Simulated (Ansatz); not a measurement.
Input

```
crystal:
  periodic: [false, false, false]
  atoms:
    - { symbol: Ge, position_ang: [-0.6293, 0.1312, 0.7239] }
    - { symbol: O, position_ang: [1.0991, -0.0033, -0.5868] }
    - { symbol: S, position_ang: [-1.2474, -1.5335, -0.4165] }
    - { symbol: H, position_ang: [0.3026, -0.8862, -1.0466] }
    - { symbol: H, position_ang: [-1.0619, 1.5806, 0.4595] }
    - { symbol: H, position_ang: [0.0684, 0.0931, 2.0821] }
    - { symbol: H, position_ang: [1.4685, 0.618, -1.2156] }
basis:
  gaussian: { orbitals: def2-mTZVP }
hamiltonian:
  xc: pbe
relax:
  f_tol: 0.15
  max_steps: 25
  restrain:
    - { distance: [3, 1], at: 2.27, k: 30.0 }
    - { distance: [0, 1], at: 1.86, k: 30.0 }
    - { distance: [3, 2], at: 1.36, k: 30.0 }
output:
  orbitals: {}
```

Run with:

```sh
ansatz run input.yaml --threads 2 --pin off --max-ram 3072MiB --backend cpu --events-out ev --progress --plain --runs-dir out
```

The fields are those of the run's last geometry, not of the input's.

Not at a stationary point (largest force 0.6 eV/Å).

Method: RKS PBE/def2-mTZVP (Ansatz 0.2.0).

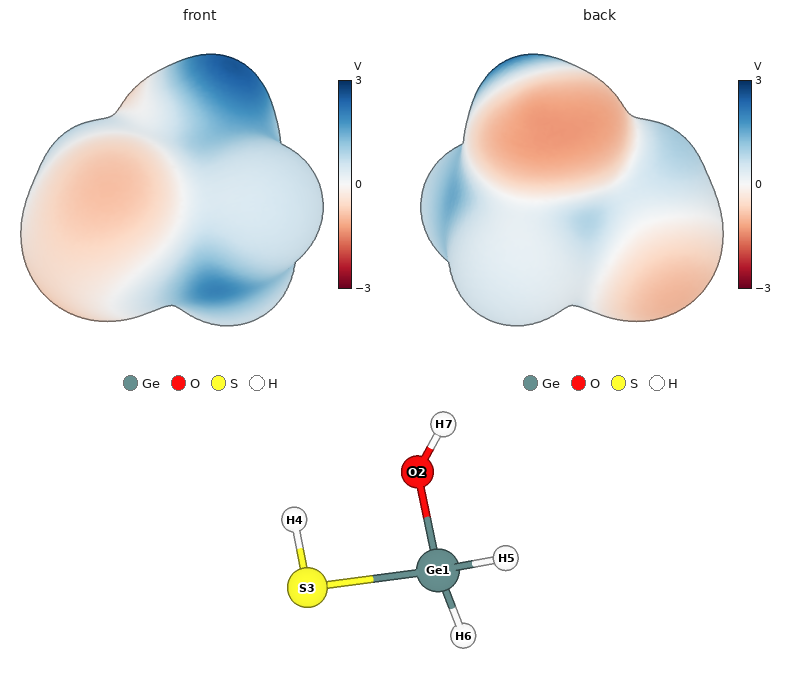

GeH$_{4}$OS. The electrostatic potential painted on the density surface at 0.002 e/bohr³, seen from the front and from behind; red is negative and blue positive. The bare structure is drawn below in the same view.

Where is the surface potential most negative and most positive?

The most negative region (about −1.3 V) lies over O2, the most positive (about +2.4 V) over H7. O2 is the likeliest acceptor of a hydrogen bond.
